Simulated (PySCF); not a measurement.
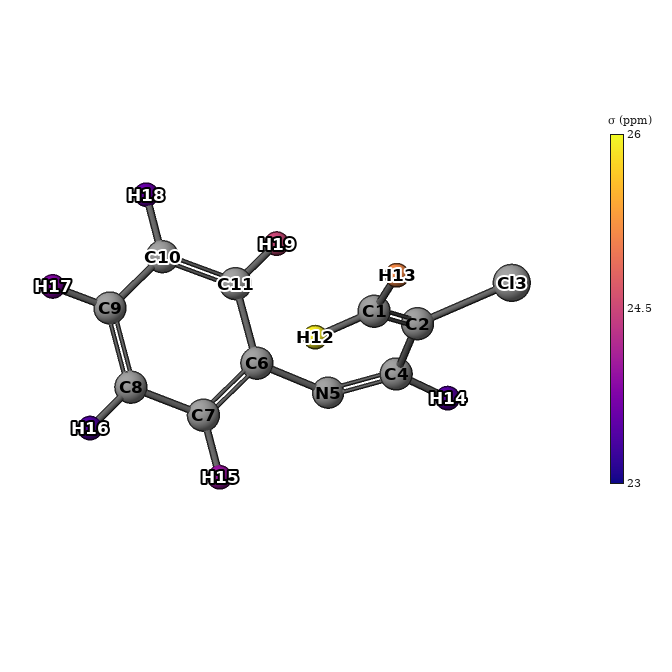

Atoms are coloured by their isotropic NMR shieldings (H only, the others grey). The geometry was computed by an optimisation with PBE0-D3(BJ)/def2-SVP. No frequency run is at hand to confirm it as a minimum. Method: GIAO PBE0/pcSseg-1 NMR shielding, non-relativistic, IEF-PCM water (PySCF 2.14.0).

Q: Which H atom is the most shielded (lowest chemical shift)?

A: H12 (25.91 ppm).

Q: Which H atom is the least shielded (highest chemical shift)?

A: H16 (23.42 ppm).

Q: How wide is the range of H shifts?

A: 2.49 ppm.

List the isotropic NMR shieldings of the H atoms.

| atom | σ (ppm) |
| --- | --- |
| H12 | 25.91 |
| H13 | 25.15 |
| H14 | 23.46 |
| H15 | 23.98 |
| H16 | 23.42 |
| H17 | 23.81 |
| H18 | 23.59 |
| H19 | 24.51 |
